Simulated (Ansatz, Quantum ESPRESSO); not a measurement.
# The work function of Ir(100), 5 layers, one monolayer of P on bridge sites, level by level, part 2 of 6

Wanted: work functions and the surface dipole of Ir(100), 5 layers, one monolayer of P on bridge sites at several levels, with their cost.

Quantum ESPRESSO 7.5; plane-wave DFT, PBE, GBRV ultrasoft pseudopotentials; geometry and cross-check by Ansatz 0.2.0 with PAW datasets.

So far. Step 2 (Geometry from Ansatz): The relaxation lowers the energy by 23 meV an atom. Held were the atoms numbered 1, 2 and 3; the forces quoted are those on the free ones.

## (3) Self-consistent run

The two faces differ, so the slab has a dipole. tefield with eamp = 0 and dipfield cancel the false field of the periodic images; the ramp (emaxpos, eopreg) must lie in the vacuum. pw.x drops all symmetry for this, which costs k-points.

Level of this step: plane-wave DFT, PBE, GBRV ultrasoft pseudopotentials (Quantum ESPRESSO 7.5).

Input file scf.in:

```
&control
  prefix = 'scf'
  outdir = './out'
  pseudo_dir = './pseudo'
  calculation = 'scf'
  tprnfor = .true.
  tefield = .true.
  dipfield = .true.
/
&system
  ibrav = 0
  nat = 6
  ntyp = 2
  ecutwfc = 40
  ecutrho = 200
  occupations = 'smearing'
  smearing = 'mv'
  degauss = 0.02
  edir = 3
  emaxpos = 0.97
  eopreg = 0.04
  eamp = 0.0
/
&electrons
  conv_thr = 1e-07
  mixing_beta = 0.4
  electron_maxstep = 120
  mixing_mode = 'local-TF'
/
ATOMIC_SPECIES
  Ir  192.2170  ir_pbe_v1.2.uspp.F.UPF
  P   30.9738  p_pbe_v1.5.uspp.F.UPF
CELL_PARAMETERS angstrom
  2.71529003980000 0.00000000000000 0.00000000000000
  0.00000000000000 2.71529003980000 0.00000000000000
  0.00000000000000 0.00000000000000 26.68000000000000
ATOMIC_POSITIONS crystal
  Ir  0.000000000000 0.000000000000 0.311094452800
  Ir  0.500000000000 0.500000000000 0.383058470800
  Ir  0.000000000000 0.000000000000 0.455022488800
  Ir  0.500000000000 0.500000000000 0.528016506571
  Ir  0.000000000000 0.000000000000 0.603040778489
  P   0.500000000000 0.000000000000 0.674155752386
K_POINTS automatic
  10 10 1 0 0 0
```

Started as:

```console
> OMP_NUM_THREADS=1 mpirun -n 4 pw.x -nk 4 -in scf.in > scf.out
```

Output:

```text
Program PWSCF v.7.5 starts
[citation notice left out]

     Parallel version (MPI & OpenMP), running on       4 processor cores
     Number of MPI processes:                 4
     Threads/MPI process:                     1

     MPI processes distributed on     1 nodes
[...]
Current dimensions of program PWSCF are:
     Max number of different atomic species (ntypx) = 10
     Max number of k-points (npk) =  40000
     Max angular momentum in pseudopotentials (lmaxx) =  4
     Presently no symmetry can be used with electric field

     K-points division:     npool     =       4
     Subspace diagonalization in iterative solution of the eigenvalue problem:
     a serial algorithm will be used

     G-vector sticks info
     --------------------
     sticks:   dense  smooth     PW     G-vecs:    dense   smooth      PW
     Sum         421     341    109                63583    45511    8319

     Using Slab Decomposition

     bravais-lattice index     =            0
     lattice parameter (alat)  =       5.1312  a.u.
     unit-cell volume          =    1327.4399 (a.u.)^3
     number of atoms/cell      =            6
     number of atomic types    =            2
     number of electrons       =        80.00
     number of Kohn-Sham states=           48
     kinetic-energy cutoff     =      40.0000  Ry
     charge density cutoff     =     200.0000  Ry
     scf convergence threshold =      1.0E-07
     mixing beta               =       0.4000
     number of iterations used =            8  local-TF  mixing
     Exchange-correlation=  SLA  PW   PBX  PBC
                           (   1   4   3   4   0   0   0)

     celldm(1)=   5.131155  celldm(2)=   0.000000  celldm(3)=   0.000000
     celldm(4)=   0.000000  celldm(5)=   0.000000  celldm(6)=   0.000000

     crystal axes: (cart. coord. in units of alat)
               a(1) = (   1.000000   0.000000   0.000000 )
               a(2) = (   0.000000   1.000000   0.000000 )
               a(3) = (   0.000000   0.000000   9.825838 )

     reciprocal axes: (cart. coord. in units 2 pi/alat)
               b(1) = (  1.000000  0.000000  0.000000 )
               b(2) = (  0.000000  1.000000  0.000000 )
               b(3) = (  0.000000  0.000000  0.101772 )

     PseudoPot. # 1 for Ir read from file:
     ./pseudo/ir_pbe_v1.2.uspp.F.UPF
     Pseudo is Ultrasoft + core correction, Zval = 15.0
     Generated by new atomic code, or converted to UPF format
     Using radial grid of  983 points,  7 beta functions with:
                l(1) =   0
                l(2) =   0
                l(3) =   1
                l(4) =   1
                l(5) =   1
                l(6) =   2
                l(7) =   2
     Q(r) pseudized with  8 coefficients,  rinner =    1.400   1.400   1.400
                                                       1.400   1.400

     PseudoPot. # 2 for P  read from file:
     ./pseudo/p_pbe_v1.5.uspp.F.UPF
     Pseudo is Ultrasoft + core correction, Zval =  5.0
     Generated by new atomic code, or converted to UPF format
     Using radial grid of  903 points,  6 beta functions with:
                l(1) =   0
                l(2) =   0
                l(3) =   1
                l(4) =   1
                l(5) =   2
                l(6) =   2
     Q(r) pseudized with  8 coefficients,  rinner =    1.300   1.300   1.300
                                                       1.300   1.300

     atomic species   valence    mass     pseudopotential
     Ir               15.00   192.21700     Ir( 1.00)
     P                 5.00    30.97380     P ( 1.00)

     No symmetry found

   Cartesian axes

     site n.     atom                  positions (alat units)
         1        Ir     tau(   1) = (   0.0000000   0.0000000   3.0567637  )
         2        Ir     tau(   2) = (   0.5000000   0.5000000   3.7638705  )
         3        Ir     tau(   3) = (   0.0000000   0.0000000   4.4709773  )
         4        Ir     tau(   4) = (   0.5000000   0.5000000   5.1882046  )
         5        Ir     tau(   5) = (   0.0000000   0.0000000   5.9253810  )
         6        P      tau(   6) = (   0.5000000   0.0000000   6.6241452  )

     number of k points=    52  Marzari-Vanderbilt smearing, width (Ry)=  0.0200
                       cart. coord. in units 2pi/alat
        k(    1) = (   0.0000000   0.0000000   0.0000000), wk =   0.0200000
        k(    2) = (   0.0000000   0.1000000   0.0000000), wk =   0.0400000
        k(    3) = (   0.0000000   0.2000000   0.0000000), wk =   0.0400000
        k(    4) = (   0.0000000   0.3000000   0.0000000), wk =   0.0400000
        k(    5) = (   0.0000000   0.4000000   0.0000000), wk =   0.0400000
        k(    6) = (   0.0000000  -0.5000000   0.0000000), wk =   0.0200000
        k(    7) = (   0.1000000   0.0000000   0.0000000), wk =   0.0400000
        k(    8) = (   0.1000000   0.1000000   0.0000000), wk =   0.0400000
        k(    9) = (   0.1000000   0.2000000   0.0000000), wk =   0.0400000
        k(   10) = (   0.1000000   0.3000000   0.0000000), wk =   0.0400000
[...]
k(   52) = (  -0.5000000  -0.5000000   0.0000000), wk =   0.0200000

     Dense  grid:    63583 G-vectors     FFT dimensions: (  24,  24, 240)

     Smooth grid:    45511 G-vectors     FFT dimensions: (  24,  24, 216)

     Estimated max dynamical RAM per process >     172.88 MB

     Estimated total dynamical RAM >     644.97 MB

     Initial potential from superposition of free atoms

     starting charge      77.4997, renormalised to      80.0000

     negative rho (up, down):  1.826E+00 0.000E+00

     Adding external electric field

     Computed dipole along edir(3) :
        Dipole               -1.7721 Ry au,         -4.5041 Debye
        Dipole field         -0.0168 Ry au,

        Potential amp.        1.6239 Ry
        Total length         48.4012 bohr

     Starting wfcs are   64 randomized atomic wfcs

     total cpu time spent up to now is        4.0 secs

     per-process dynamical memory:   103.9 Mb

     Self-consistent Calculation

     iteration #  1     ecut=    40.00 Ry     beta= 0.40
     Davidson diagonalization with overlap
     ethr =  1.00E-02,  avg # of iterations =  8.8

     negative rho (up, down):  1.950E+00 0.000E+00

     Adding external electric field

     Computed dipole along edir(3) :
        Dipole               10.6581 Ry au,         27.0902 Debye
        Dipole field          0.1009 Ry au,

        Potential amp.       -9.7670 Ry
        Total length         48.4012 bohr

[...]
total energy              =    -924.29324717 Ry
     estimated scf accuracy    <       0.00062367 Ry

     iteration # 38     ecut=    40.00 Ry     beta= 0.40
[...]
negative rho (up, down):  1.560E+00 0.000E+00

[...]
Dipole                0.0493 Ry au,          0.1252 Debye
[...]
total energy              =    -924.29323863 Ry
     estimated scf accuracy    <       0.00023712 Ry

     iteration # 39     ecut=    40.00 Ry     beta= 0.40
[...]
negative rho (up, down):  1.560E+00 0.000E+00

[...]
Dipole                0.0454 Ry au,          0.1153 Debye
[...]
total energy              =    -924.29323775 Ry
     estimated scf accuracy    <       0.00027233 Ry

     iteration # 40     ecut=    40.00 Ry     beta= 0.40
[...]
negative rho (up, down):  1.560E+00 0.000E+00

[...]
Dipole                0.0449 Ry au,          0.1141 Debye
[...]
total energy              =    -924.29323776 Ry
     estimated scf accuracy    <       0.00004215 Ry

     iteration # 41     ecut=    40.00 Ry     beta= 0.40
[...]
negative rho (up, down):  1.560E+00 0.000E+00

[...]
Dipole                0.0444 Ry au,          0.1128 Debye
[...]
total energy              =    -924.29324057 Ry
     estimated scf accuracy    <       0.00001143 Ry

     iteration # 42     ecut=    40.00 Ry     beta= 0.40
[...]
negative rho (up, down):  1.560E+00 0.000E+00

[...]
Dipole                0.0442 Ry au,          0.1125 Debye
[...]
total energy              =    -924.29324054 Ry
     estimated scf accuracy    <       0.00000012 Ry

     iteration # 43     ecut=    40.00 Ry     beta= 0.40
[...]
negative rho (up, down):  1.560E+00 0.000E+00

[...]
Dipole                0.0442 Ry au,          0.1122 Debye
[...]
total energy              =    -924.29324056 Ry
     estimated scf accuracy    <       0.00000014 Ry

     iteration # 44     ecut=    40.00 Ry     beta= 0.40
[...]
negative rho (up, down):  1.560E+00 0.000E+00

[...]
Dipole                0.0441 Ry au,          0.1121 Debye
[...]
End of self-consistent calculation

          k = 0.0000 0.0000 0.0000 (  5709 PWs)   bands (ev):

   -43.2123 -42.9632 -42.8256 -42.8252 -42.7938 -42.6874 -42.6856 -42.5834
   -42.5736 -42.5483 -42.4795 -42.2412 -42.0409 -41.9787 -41.9781  -6.6736
    -3.6047  -2.1631  -0.9461  -0.6429  -0.2147  -0.1325   0.4797   1.2190
     2.0705   2.7305   3.1278   3.2376   3.2944   3.8831   4.1776   4.2513
     4.4824   4.9957   5.2824   5.2874   5.8189   5.8556   6.3549   6.4595
     6.6254   6.8686   7.3720   7.7066   7.7615   7.7986   8.0009  10.9865

          k = 0.0000 0.1000 0.0000 (  5669 PWs)   bands (ev):

   -43.2004 -42.9816 -42.8538 -42.8173 -42.8008 -42.7209 -42.6851 -42.5961
   -42.5797 -42.5592 -42.4795 -42.2788 -42.0381 -42.0157 -41.9761  -6.5050
    -3.3282  -1.9328  -0.7347  -0.4760  -0.0032   0.0706   0.7015   1.4054
     2.1755   2.8431   3.0985   3.1895   3.3178   3.6811   3.8694   3.9873
     4.6272   4.7942   5.0334   5.3312   5.7239   5.7641   5.9374   6.3880
     6.3943   6.9519   7.1041   7.4881   7.6663   7.9094   9.5851   9.8178

          k = 0.0000 0.2000 0.0000 (  5636 PWs)   bands (ev):

   -43.1752 -43.0562 -42.9067 -42.8350 -42.7988 -42.7954 -42.6804 -42.6461
   -42.5857 -42.5691 -42.4798 -42.3717 -42.1150 -42.0293 -41.9692  -6.0181
    -2.5770  -1.4002  -0.3876  -0.1144   0.3811   0.6950   1.4446   2.0993
     2.4320   2.7725   3.0094   3.0777   3.3268   3.5176   3.5633   3.7812
     3.9842   4.3474   4.6971   5.1727   5.5595   5.6313   5.6438   6.0489
     6.5221   6.6626   6.8635   7.5066   7.7186   7.8589   9.0441  11.2309

          k = 0.0000 0.3000 0.0000 (  5640 PWs)   bands (ev):

   -43.1799 -43.1644 -42.9619 -42.9324 -42.8133 -42.7648 -42.6954 -42.6786
   -42.6259 -42.5540 -42.4820 -42.4706 -42.2306 -42.0224 -41.9608  -5.2779
    -1.6006  -0.9758  -0.2829   0.2645   0.6093   1.5812   1.9479   2.2058
     2.5736   2.7880   3.1767   3.2158   3.2731   3.5272   3.6051   3.6689
     4.0647   4.2211   4.3755   4.5366   5.3006   5.4366   6.1814   6.1846
     6.2783   6.4856   6.8588   7.4946   7.6443   7.7307  10.0508  12.4566

          k = 0.0000 0.4000 0.0000 (  5654 PWs)   bands (ev):

   -43.2525 -43.2363 -43.0420 -42.9366 -42.8088 -42.7559 -42.7327 -42.6848
   -42.6526 -42.5388 -42.5354 -42.4864 -42.3188 -42.0179 -41.9540  -4.4547
    -0.9091  -0.8662  -0.2566   0.4030   0.9017   0.9317   2.0601   2.3309
     2.5912   2.8457   2.9638   3.2858   3.3240   3.3244   3.8045   3.9606
     3.9738   4.2587   4.9847   5.1178   5.1690   5.6432   6.1878   6.3328
     6.7930   7.2048   7.2988   7.5359   7.8955   8.2944  10.3038  11.2498

          k = 0.0000-0.5000 0.0000 (  5662 PWs)   bands (ev):

   -43.2844 -43.2685 -43.0803 -42.9152 -42.8070 -42.7919 -42.7110 -42.6967
   -42.6579 -42.5583 -42.5316 -42.4895 -42.3510 -42.0164 -41.9514  -4.0221
    -0.8780  -0.7976  -0.2533   0.4103   0.5124   1.0793   2.4286   2.4521
     2.5295   2.5410   2.8211   3.1706   3.2123   3.2754   3.8404   4.0932
     4.1077   4.2246   4.8379   5.1920   5.6742   6.1040   6.4431   6.4519
     7.1511   7.3321   7.4423   7.7452   9.0090   9.1666   9.5963   9.7170

[...]
the Fermi energy is     6.7067 ev

!    total energy              =    -924.29324060 Ry
     estimated scf accuracy    <       0.00000002 Ry
     smearing contrib. (-TS)   =       0.00067542 Ry
     internal energy E=F+TS    =    -924.29391601 Ry

     The total energy is F=E-TS. E is the sum of the following terms:
     one-electron contribution =   -9478.51066213 Ry
     hartree contribution      =    4763.29362897 Ry
     xc contribution           =    -257.82479792 Ry
     ewald contribution        =    4048.74789664 Ry
     electric field correction =       0.00001842 Ry

     convergence has been achieved in  44 iterations

     negative rho (up, down):  1.560E+00 0.000E+00

     Forces acting on atoms (cartesian axes, Ry/au):

     atom    1 type  1   force =     0.00000007    0.00000003    0.02145394
     atom    2 type  1   force =     0.00000007   -0.00000001   -0.03526480
     atom    3 type  1   force =    -0.00000004    0.00000034    0.01366817
     atom    4 type  1   force =     0.00000000    0.00000005    0.00125570
     atom    5 type  1   force =    -0.00000008   -0.00000021   -0.00171791
     atom    6 type  2   force =    -0.00000002   -0.00000020    0.00060490

     Total force =     0.043538     Total SCF correction =     0.000532

[...]
=------------------------------------------------------------------------------=
   JOB DONE.
=------------------------------------------------------------------------------=
[key lines of the parts left out:]
Dipole field          0.0004 Ry au,
```

Wall time 6.7 min (4 MPI ranks of Arm Neoverse V1, shared host); peak memory 0.8 GiB; 27 min of CPU time.

This step gave:

```
free energy             : -12575.6502 eV
Fermi energy            : 6.707 eV
dipole along the normal : 0.02334 e·Å
```

The run needed 44 iterations to bring the estimated error under 1e-07 Ry; the largest force on any atom, held or free, is 0.91 eV/Å.

## (4) Electrostatic potential

plot_num = 11 writes the bare and Hartree potential. It leaves out exchange and correlation, which fade slowly, so it flattens close to the surface.

Input file pot.in:

```
&inputpp
  prefix = 'scf'
  outdir = './out'
  filplot = 'pot.dat'
  plot_num = 11
/
```

Started as:

```console
> OMP_NUM_THREADS=1 mpirun -n 4 pp.x -in pot.in > pot.out
```

Output:

```text
[banner, memory and clock lines left out]
Program POST-PROC v.7.5 starts

          URL

     ./out/scf.save/

     IMPORTANT: XC functional enforced from input :
     Exchange-correlation= PBE
                           (   1   4   3   4   0   0   0)
     Any further DFT definition will be discarded
     Please, verify this is what you really want

     negative rho (up, down):  1.560E+00 0.000E+00

     Adding external electric field

     Computed dipole along edir(3) :
        Dipole                0.0441 Ry au,          0.1121 Debye
        Dipole field          0.0004 Ry au,

        Potential amp.       -0.0404 Ry
        Total length         48.4012 bohr

     Calling punch_plot, plot_num =  11

     Adding external electric field

     Computed dipole along edir(3) :
        Dipole                0.0441 Ry au,          0.1121 Debye
        Dipole field          0.0004 Ry au,

        Potential amp.       -0.0404 Ry
        Total length         48.4012 bohr

     Writing data to file  pot.dat
     Message from routine chdens:
     namelist plot not found or invalid, exiting
```

The job ended after 1 s (4 MPI ranks; peak memory 0.1 GiB; 3.9 s of CPU time).

Read from the output:

```
work function of the upper face                                       : 4.991 eV
slope of the potential above                                          : 4.44e-5 eV/Å
upper vacuum line continued to the top atoms, over the Fermi level    : 4.991 eV
work function of the lower face                                       : 5.564 eV
slope of the potential below                                          : -1.31e-4 eV/Å
lower vacuum line continued to the bottom atoms, over the Fermi level : 5.563 eV
```

The potential energy, planar mean oscillates, so the rows of the table below give means over windows of 2 Å about each position, cut where the curve ends. Its maxima inside the range that stand out by 2 % of the span (Å: eV): 9.2: -3.90, 11.2: -4.37, 13.1: -3.85, 15.1: -3.30, 17.1: -2.79. Its minima: 8.3: -22.3, 10.2: -23.0, 12.1: -23.0, 14.1: -22.8, 16.1: -22.7, 18.0: -17.3.

Electrostatic potential energy of an electron, with the sawtooth; zero at the Fermi level. The potential energy, planar mean by z; means over each step:

| z (Å) | potential energy, planar mean (eV) |
| --- | --- |
| 1.00 | 5.55 |
| 3.00 | 5.56 |
| 5.00 | 5.54 |
| 7.00 | 2.9e-4 |
| 9.00 | -14.0 |
| 11.00 | -14.5 |
| 13.00 | -14.1 |
| 15.00 | -13.3 |
| 17.00 | -12.1 |
| 19.00 | -1.72 |
| 21.00 | 4.97 |
| 23.00 | 4.99 |
| 25.00 | 4.99 |

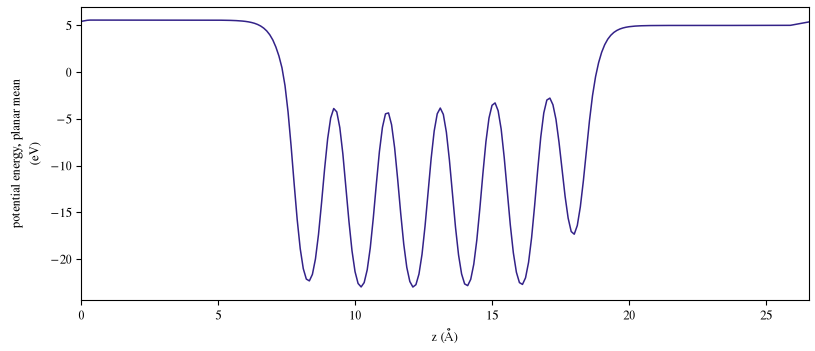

Potential energy, planar mean against z.

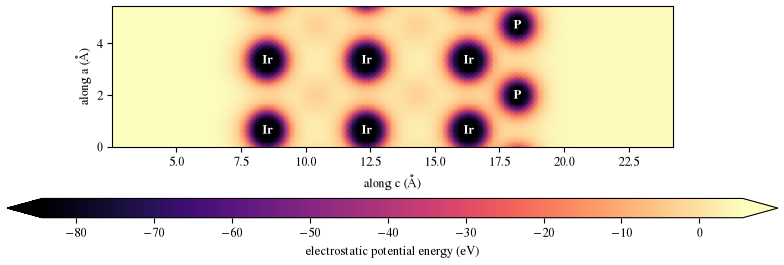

Electrostatic potential energy in the ca plane at fractional y = 0.000, with atoms of Ir and P within 0.2 Å of it. With pseudopotentials it is smooth inside the atoms' cores, unlike the true potential. The map starts off the cell's origin, so that atoms lie inside it. The far vacuum is left out of the map.

The vacuum is flat to 0.1 meV/Å, so its level is well defined. Inside the slab the curve depends on the local part of the pseudopotentials; only the vacuum level has a meaning of its own.

## (5) Planar and running averages

average.x takes the planar mean and smooths it over a window of one repeat.

Input file avg.in:

```
1
pot.dat
1.0
556
3
3.6282741593
```

Started as:

```console
> OMP_NUM_THREADS=1 average.x < avg.in > avg.out
```

Output:

```text
[banner, memory and clock lines left out]
Program AVERAGE v.7.5 starts

          URL

     Reading header from file  pot.dat
     Reading data from file  pot.dat
     Output written to file avg.dat

[...]
```

Run time: 0.51 s. Hardware: 1 MPI rank; peak memory 0.1 GiB.

This step gave:

* average.x's running mean inside the slab, on the run's own zero: -7.436 eV
* mean potential by an exact Fourier window inside the slab, on the run's own zero: -7.434 eV

The potential energy (planar mean) oscillates, so the rows of the table below give means over windows of 1.97 Å about each position, cut where the curve ends. Its maxima inside the range that stand out by 2 % of the span (Å: eV): 9.3: -3.86, 11.1: -4.37, 13.1: -3.86, 15.1: -3.28, 17.1: -2.74. Its minima: 8.3: -22.3, 10.2: -23.0, 12.1: -23.0, 14.1: -22.9, 16.1: -22.7, 17.9: -17.3.

Electrostatic potential energy of an electron, with the sawtooth; zero at the Fermi level; window 1.9200 Å. Potential energy against z; means over each step:

| z (Å) | planar mean (eV) | running mean (eV) |
| --- | --- | --- |
| 0.98 | 5.55 | 5.52 |
| 2.96 | 5.56 | 5.56 |
| 4.93 | 5.54 | 5.51 |
| 6.90 | 1.29 | -0.402 |
| 8.87 | -13.7 | -13.3 |
| 10.84 | -14.3 | -14.1 |
| 12.80 | -13.9 | -13.9 |
| 14.78 | -13.3 | -13.4 |
| 16.75 | -12.6 | -12.1 |
| 18.71 | -4.72 | -3.72 |
| 20.69 | 4.93 | 4.80 |
| 22.66 | 4.99 | 4.99 |
| 24.62 | 4.99 | 5.00 |
| 26.60 | 5.14 | 5.19 |

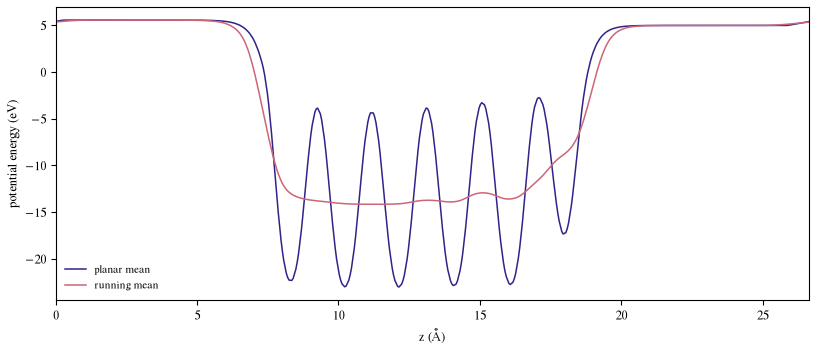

Potential energy, plotted against z.

Where the running mean is not flat inside, average.x's window, rounded to the grid, doesn't match the spacings there.

(Continued in part 3 of 6.)

[Logs are printed without paths, hosts, clocks, repeated set-up lines and the standing remarks that a program may print on its own settings, such as how far it seeks lower states.]

[Hosts, paths, dates, database ids (printed as entryN), source tags and the programs' standing remarks are cut or masked in the printed files.]

[Maps of the electrostatic potential energy from Ansatz leave out the sawtooth potential of an applied field or a dipole correction, so their vacuum need not be flat; planar profiles and work functions include it.]
